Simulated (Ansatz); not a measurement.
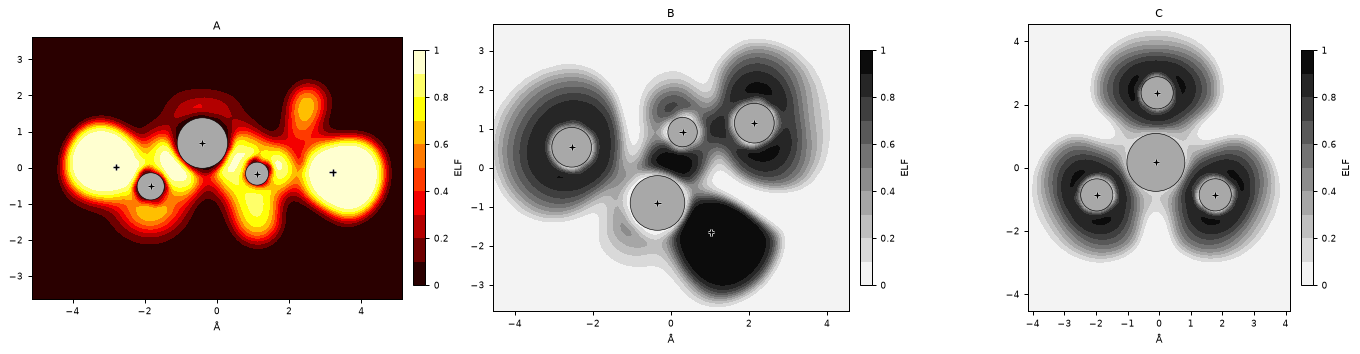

The electron localisation function of 3 systems, each on a plane through atoms (crosses mark nuclei in the plane; grey discs cover the cores).

Method: RKS PBE-D4/def2-SVP in Ansatz.

System 1: C₂H₇F₂NSi, the plane of atoms Si2, C1 and H8. 

| atom | x (Å) | y (Å) | z (Å) |
| --- | --- | --- | --- |
| C | 0.3429 | -2.0744 | 0.3785 |
| Si | 0.8202 | -0.3641 | -0.2017 |
| F | 1.6367 | -0.5492 | -1.6206 |
| N | -0.5952 | 0.6208 | -0.4448 |
| C | -0.7360 | 1.9748 | -0.0488 |
| F | -1.2683 | 2.1084 | 1.2422 |
| H | -0.3714 | -2.5444 | -0.3289 |
| H | 1.2303 | -2.7353 | 0.4441 |
| H | -0.1374 | -2.0300 | 1.3766 |
| H | 1.7302 | 0.3948 | 0.7147 |
| H | -1.4714 | 0.1652 | -0.7141 |
| H | 0.2589 | 2.4722 | -0.0495 |
| H | -1.4191 | 2.5264 | -0.7330 |

System 2: Cl···CH₅ClSi (charge −1), the plane of atoms Si3, C2 and Cl4. 

```xyz
9

Cl   -1.0950   -2.1761    0.0246
C    -0.0581    0.3230    0.9730
Si    0.1663   -0.0723   -0.8994
Cl    0.6189    1.9423    1.5648
H    -1.1357    0.3045    1.2212
H     0.4206   -0.4743    1.5713
H     0.9142    1.2175   -1.3478
H     1.2053   -1.0930   -1.3000
H    -1.0366    0.0286   -1.8076
```

System 3: Cl₃Ga···H₂O, the plane of atoms Cl3, Ga1 and Cl4. Not at a stationary point (largest force 1.0 eV/Å).

```xyz
7

Ga   -1.1860   -0.5492   -0.2461
Cl    0.3024   -2.0886    0.3255
Cl   -1.7846   -0.3635   -2.2868
Cl   -2.1339    0.5413    1.3349
H     1.7872    0.0735    0.1172
O     1.5625    1.0050   -0.0695
H     1.4525    1.3817    0.8247
```

**Match each panel to its system.**

Panel A is system 1, C₂H₇F₂NSi: the plane holds C, Si, N and H. Panel B is system 2, Cl···CH₅ClSi: the plane holds Cl, C, Si and H. Si3···Cl1 (2.62 Å): the ELF peaks at about 0.85 in the valence shell of Cl, 0.9 Å from its nucleus, and is about 0.55 at the midpoint. Panel C is system 3, Cl₃Ga···H₂O: the plane holds Ga and Cl. Ga–Cl (2.13 Å): the ELF peaks at about 0.85 in the valence shell of Cl, 0.8 Å from its nucleus, and is about 0.55 at the midpoint.
